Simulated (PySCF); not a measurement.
# Geometry relaxation of C4H12BO2 (charge −1)

The run: geometry relaxation of C4H12BO2, charge −1. Method and program: PBE0-D3(BJ)/ma-def2-SVP geometry optimisation, gas phase (PySCF 2.14.0).

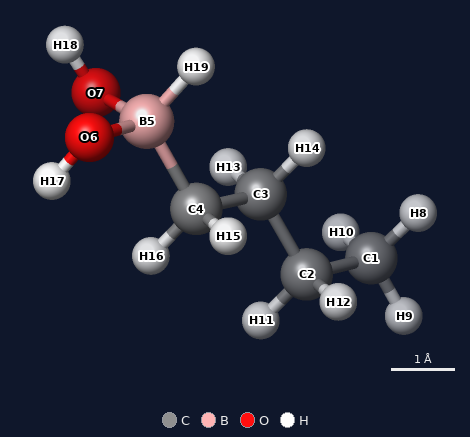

Figure 1. The input geometry (ball-and-stick view, seen at a tilt; atoms are numbered from 1 in the order of the input).

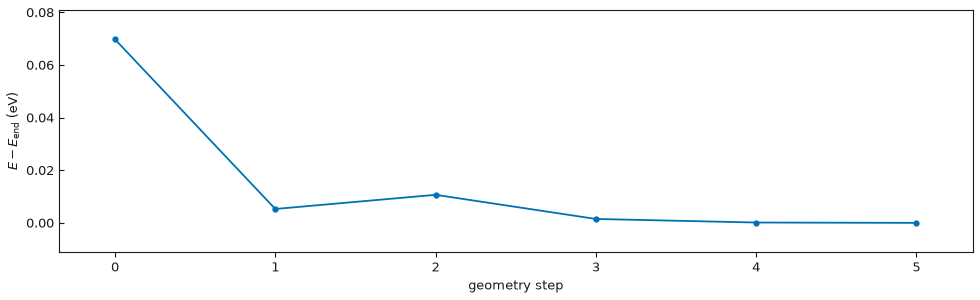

Figure 2. Progress of the relaxation, step by step (steps are counted from 0).

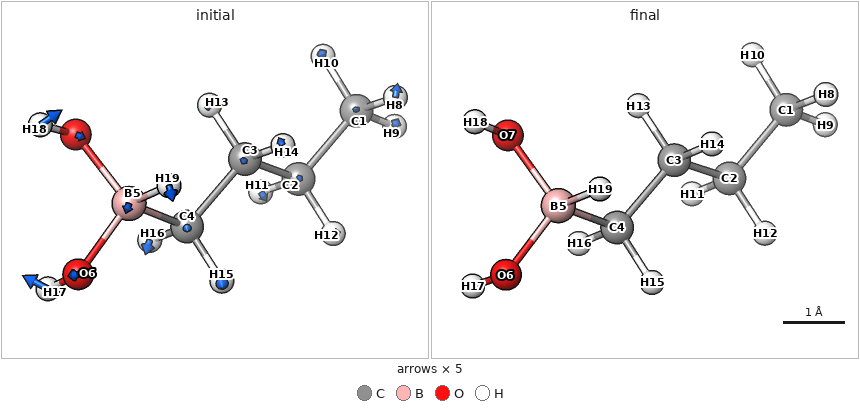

Figure 3. Before (left) and after (right) the relaxation, at one scale (ball-and-stick view, seen at a tilt). The blue arrows give the displacements, magnified 5 times. The energy falls by 0.070 eV in 5 geometry steps. The largest force component goes from 1 to 0.0066 eV/Å. The atom that moves furthest after the best rigid fit is H17 (0.100 Å). Largest moves by element: H 0.100 Å, O 0.046 Å, B 0.039 Å, C 0.026 Å. Among the contacts that change: B5–H19 1.227 → 1.266 Å, C4–B5 1.661 → 1.639 Å, C1–H10 1.089 → 1.103 Å, B5–O6 1.503 → 1.490 Å. Among the angles that change: C2–C3–C4 113.5° → 115.7°. (Atoms are counted from 1 in the order of the input.)

These pictures come from the run below.

Input
```
{"job": {"xc": "PBE0", "basis": "ma-def2-SVP", "d3": "d3bj", "grid": 1, "kind": "geom"}, "charge": -1, "multiplicity": 1}
C      2.760320     0.708312     0.147140
C      1.647786    -0.333165     0.068535
C      0.253195     0.285494     0.193802
C     -0.872589    -0.736719     0.129840
B     -2.376139    -0.043178     0.257149
O     -3.445028    -1.098222     0.307404
O     -2.572851     0.828008    -0.956850
H      2.712713     1.242038     1.094987
H      3.745023     0.245182     0.063160
H      2.652719     1.435744    -0.655620
H      1.721940    -0.865362    -0.884575
H      1.786646    -1.069403     0.866539
H      0.100753     1.011232    -0.607274
H      0.183717     0.825647     1.142026
H     -0.734228    -1.471773     0.932194
H     -0.789908    -1.284868    -0.816636
H     -3.342006    -1.616327    -0.491112
H     -3.466076     1.164257    -0.895600
H     -2.490833     0.607846     1.290709
```

The first line tells a small driver script what to run in PySCF; the rest is the geometry in Å.

Launched with:
```bash
OMP_NUM_THREADS=1 python <driver script> task.json out
```

The program's output
```
step   0  E = -334.45122327  max force = 0.019518
step   1  E = -334.45359147  max force = 0.004105
step   2  E = -334.45339381  max force = 0.002361
step   3  E = -334.45373090  max force = 0.001247
step   4  E = -334.45378089  max force = 0.000493
step   5  E = -334.45378558  max force = 0.000128
optimisation converged
```

Trajectory as extended XYZ (Å, eV, eV/Å), 6 frames, from step=0 to step=5
```
19
Properties=species:S:1:pos:R:3:forces:R:3 step=0 energy=-9100.88134
C     2.7603    0.7083    0.1471   -0.3016  -0.5952  -0.0576
C     1.6478   -0.3332    0.0685   -0.0676   0.9212   0.1303
C     0.2532    0.2855    0.1938    0.1617  -1.0037  -0.1557
C    -0.8726   -0.7367    0.1298   -0.4144   0.9060   0.2412
B    -2.3761   -0.0432    0.2571    0.0923  -0.7319  -0.7716
O    -3.4450   -1.0982    0.3074    0.0604   0.3134   0.1876
O    -2.5728    0.8280   -0.9568    0.2721  -0.2555   0.1771
H     2.7127    1.2420    1.0950    0.0279   0.2824   0.3882
H     3.7450    0.2452    0.0632    0.4391  -0.0779  -0.0279
H     2.6527    1.4357   -0.6556    0.0090   0.3651  -0.3162
H     1.7219   -0.8654   -0.8846   -0.0093  -0.2653  -0.2651
H     1.7867   -1.0694    0.8665    0.0189  -0.3163   0.1904
H     0.1008    1.0112   -0.6073   -0.0167   0.3859  -0.2584
H     0.1837    0.8256    1.1420    0.0044   0.2988   0.3219
H    -0.7342   -1.4718    0.9322   -0.0448  -0.2531   0.2802
H    -0.7899   -1.2849   -0.8166   -0.0662  -0.2402  -0.4156
H    -3.3420   -1.6163   -0.4911    0.0068  -0.1435  -0.2173
H    -3.4661    1.1643   -0.8956   -0.1741   0.0898   0.0206
H    -2.4908    0.6079    1.2907    0.0022   0.3199   0.5481
19
Properties=species:S:1:pos:R:3:forces:R:3 step=1 energy=-9100.94578
C     2.7586    0.7164    0.1579    0.0434   0.0892   0.0137
C     1.6493   -0.3209    0.0890   -0.0324  -0.1878  -0.0144
C     0.2415    0.2536    0.2042   -0.0052   0.1880   0.0217
C    -0.8963   -0.7521    0.1561    0.0764  -0.1785  -0.0344
B    -2.3894   -0.0861    0.2291    0.0478   0.2022   0.2111
O    -3.4775   -1.0951    0.1705   -0.0077  -0.1138  -0.0136
O    -2.4879    0.8588   -0.9196   -0.1085   0.0742  -0.0967
H     2.7223    1.2712    1.1123    0.0053  -0.0131  -0.0361
H     3.7644    0.2675    0.0718   -0.0324   0.0071   0.0004
H     2.6552    1.4608   -0.6513    0.0043  -0.0209   0.0302
H     1.7285   -0.8822   -0.8632    0.0044   0.0195   0.0536
H     1.7966   -1.0737    0.8888    0.0072   0.0285  -0.0447
H     0.0875    0.9981   -0.6014   -0.0035  -0.0379   0.0560
H     0.1704    0.8280    1.1513   -0.0010  -0.0154  -0.0576
H    -0.7783   -1.4867    0.9800   -0.0342   0.0237  -0.0319
H    -0.8146   -1.3363   -0.7900   -0.0153   0.0197   0.0319
H    -3.3639   -1.5783   -0.6551   -0.0054   0.0351   0.0259
H    -3.3599    1.2594   -0.8710    0.0574  -0.0254  -0.0060
H    -2.5400    0.5336    1.3342   -0.0005  -0.0946  -0.1091
19
Properties=species:S:1:pos:R:3:forces:R:3 step=2 energy=-9100.94040
C     2.7644    0.8278    0.1298    0.0295   0.0617  -0.0014
C     1.6673   -0.2242    0.0491   -0.0006  -0.0769  -0.0307
C     0.2478    0.3258    0.1593   -0.0118   0.1025   0.0218
C    -0.8544   -0.7195    0.1084   -0.0026  -0.1070  -0.0016
B    -2.3917   -0.1749    0.2682   -0.0013  -0.0292   0.1214
O    -3.3507   -1.3100    0.4099   -0.0355  -0.0197  -0.0514
O    -2.7173    0.6274   -0.9441    0.0408   0.0724  -0.0241
H     2.7202    1.3767    1.0874   -0.0043  -0.0209  -0.0339
H     3.7751    0.3892    0.0445   -0.0373   0.0155   0.0030
H     2.6581    1.5768   -0.6752   -0.0005  -0.0283   0.0304
H     1.7598   -0.7815   -0.9033    0.0081   0.0221   0.0320
H     1.8208   -0.9787    0.8450   -0.0050   0.0311  -0.0223
H     0.0826    1.0688   -0.6455   -0.0040  -0.0340   0.0224
H     0.1622    0.8983    1.1056   -0.0121  -0.0305  -0.0342
H    -0.6875   -1.4714    0.9069    0.0269   0.0279  -0.0185
H    -0.7803   -1.2732   -0.8557   -0.0014   0.0159   0.0360
H    -3.2939   -1.8114   -0.4104   -0.0138   0.0092   0.0171
H    -3.6019    0.9785   -0.8199    0.0088  -0.0145   0.0093
H    -2.5126    0.5076    1.3320    0.0161   0.0026  -0.0755
19
Properties=species:S:1:pos:R:3:forces:R:3 step=3 energy=-9100.94958
C     2.7495    0.8122    0.1396    0.0037  -0.0233  -0.0011
C     1.6643   -0.2544    0.0677   -0.0097   0.0377  -0.0015
C     0.2423    0.2894    0.1807    0.0144  -0.0320  -0.0112
C    -0.8615   -0.7558    0.1291   -0.0167   0.0303   0.0057
B    -2.3817   -0.1556    0.2582   -0.0198  -0.0522  -0.0641
O    -3.4044   -1.2418    0.3151    0.0154   0.0422  -0.0052
O    -2.6145    0.7109   -0.9392    0.0365  -0.0281   0.0444
H     2.7009    1.3639    1.0937   -0.0047   0.0024   0.0050
H     3.7635    0.3845    0.0536    0.0051   0.0079   0.0003
H     2.6313    1.5543   -0.6678   -0.0071   0.0021  -0.0045
H     1.7596   -0.8128   -0.8820    0.0030  -0.0043  -0.0098
H     1.8279   -1.0018    0.8662    0.0049  -0.0044   0.0103
H     0.0707    1.0278   -0.6241   -0.0077   0.0070  -0.0079
H     0.1538    0.8606    1.1253   -0.0038   0.0019   0.0114
H    -0.7084   -1.5013    0.9343    0.0063  -0.0016   0.0165
H    -0.7830   -1.3145   -0.8298   -0.0049  -0.0053  -0.0028
H    -3.3380   -1.7179   -0.5187   -0.0004  -0.0019  -0.0082
H    -3.4926    1.0846   -0.8408   -0.0161   0.0072   0.0018
H    -2.5104    0.5005    1.3302    0.0015   0.0142   0.0207
19
Properties=species:S:1:pos:R:3:forces:R:3 step=4 energy=-9100.95094
C     2.7418    0.8022    0.1448    0.0023   0.0005   0.0014
C     1.6617   -0.2693    0.0793   -0.0022  -0.0083   0.0002
C     0.2390    0.2708    0.1928    0.0021   0.0036   0.0021
C    -0.8679   -0.7706    0.1451    0.0017  -0.0063  -0.0079
B    -2.3809   -0.1494    0.2473    0.0196   0.0174   0.0251
O    -3.4277   -1.2085    0.2410   -0.0071  -0.0180   0.0090
O    -2.5557    0.7585   -0.9256   -0.0191   0.0233  -0.0254
H     2.6915    1.3571    1.0972   -0.0011   0.0010  -0.0004
H     3.7587    0.3815    0.0578    0.0018   0.0003  -0.0006
H     2.6160    1.5409   -0.6648   -0.0025  -0.0002   0.0000
H     1.7575   -0.8309   -0.8689    0.0001   0.0000   0.0016
H     1.8307   -1.0131    0.8807    0.0018   0.0007  -0.0005
H     0.0641    1.0074   -0.6132   -0.0016  -0.0005   0.0019
H     0.1507    0.8444    1.1366    0.0008   0.0004  -0.0015
H    -0.7266   -1.5077    0.9608   -0.0032   0.0023  -0.0001
H    -0.7849   -1.3410   -0.8069    0.0020  -0.0041  -0.0004
H    -3.3462   -1.6658   -0.6021    0.0024   0.0036   0.0003
H    -3.4296    1.1472   -0.8448    0.0068  -0.0053  -0.0023
H    -2.5251    0.4808    1.3360   -0.0047  -0.0105  -0.0023
19
Properties=species:S:1:pos:R:3:forces:R:3 step=5 energy=-9100.95106
C     2.7425    0.8079    0.1393    0.0018  -0.0001   0.0007
C     1.6633   -0.2647    0.0745   -0.0003  -0.0013  -0.0011
C     0.2403    0.2745    0.1883   -0.0006   0.0007   0.0014
C    -0.8654   -0.7684    0.1419    0.0012  -0.0007  -0.0015
B    -2.3802   -0.1535    0.2539   -0.0033   0.0066  -0.0044
O    -3.4200   -1.2210    0.2575   -0.0008   0.0005   0.0026
O    -2.5719    0.7515   -0.9202    0.0046  -0.0035  -0.0002
H     2.6918    1.3630    1.0915   -0.0007   0.0000  -0.0009
H     3.7599    0.3884    0.0520   -0.0001   0.0007  -0.0004
H     2.6155    1.5463   -0.6705   -0.0015  -0.0009   0.0003
H     1.7594   -0.8268   -0.8734   -0.0001   0.0001   0.0004
H     1.8332   -1.0080    0.8762    0.0004   0.0007   0.0005
H     0.0643    1.0108   -0.6178   -0.0003  -0.0003  -0.0001
H     0.1520    0.8483    1.1319    0.0004  -0.0001  -0.0005
H    -0.7202   -1.5061    0.9563    0.0002   0.0007  -0.0004
H    -0.7843   -1.3378   -0.8109   -0.0002  -0.0004   0.0010
H    -3.3418   -1.6774   -0.5864    0.0006   0.0006  -0.0004
H    -3.4491    1.1311   -0.8341   -0.0014  -0.0006   0.0010
H    -2.5214    0.4761    1.3426    0.0001  -0.0028   0.0022
```

Summary

```json
{"quantity": "outcome", "value": "converged"}
{"quantity": "total energy", "value": "−334.453786 hartree"}
{"quantity": "point group", "value": "C1"}
{"quantity": "hardware", "value": "1 CPU thread, shared host"}
{"quantity": "wall time", "value": "90 s"}
{"quantity": "peak memory", "value": "0.76 GiB"}
```
